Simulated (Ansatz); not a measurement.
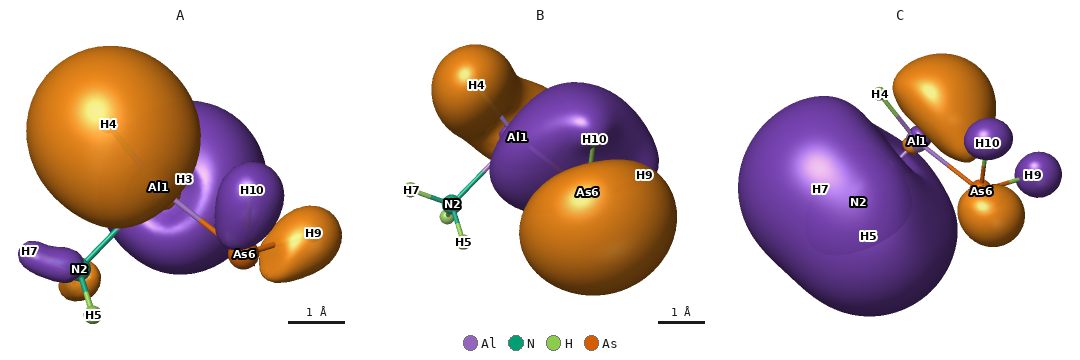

AlAsH7N. Three frontier orbitals at ±0.06 Å⁻³ᐟ² (orange and purple are the two phases), in no order.

The product side of a reaction path; geometry: PBE0-D4/def2-TZVP; a saddle point, not a minimum.

Method: RKS PBE0-D4/def2-TZVPP (Ansatz).

```yaml
atoms:
  - { symbol: Al, position_ang: [-0.3380, -0.3687, 0.6345] }
  - { symbol: N, position_ang: [1.4635, 0.6046, 0.2959] }
  - { symbol: H, position_ang: [0.2234, -1.8171, 1.0154] }
  - { symbol: H, position_ang: [-0.9213, 0.5711, 1.7898] }
  - { symbol: H, position_ang: [1.5163, 0.9354, -0.6630] }
  - { symbol: As, position_ang: [-1.3219, -0.1126, -1.6199] }
  - { symbol: H, position_ang: [1.5653, 1.4052, 0.9109] }
  - { symbol: H, position_ang: [2.2485, -0.0176, 0.4577] }
  - { symbol: H, position_ang: [-1.7660, -1.5618, -1.7163] }
  - { symbol: H, position_ang: [-2.6699, 0.3616, -1.1051] }
```

Which picture is the HOMO−1, the HOMO and the LUMO?

Answer. A is the HOMO−1 (−7.66 eV). Its weight (Hirshfeld) is mainly on Al1 (about 35 %), H3 (about 30 %) and H4 (about 30 %). B is the HOMO (−6.19 eV). By Hirshfeld shares it lies mainly on As6 (about 65 %) and Al1 (about 20 %). C is the LUMO (−0.41 eV). Its weight (Hirshfeld) is mainly on Al1 (about 20 %), H7 (about 15 %), H8 (about 15 %), N2 (about 15 %), H5 (about 15 %) and As6 (about 5 %).

What is the HOMO–LUMO gap?

Answer. 5.78 eV between the orbital energies.
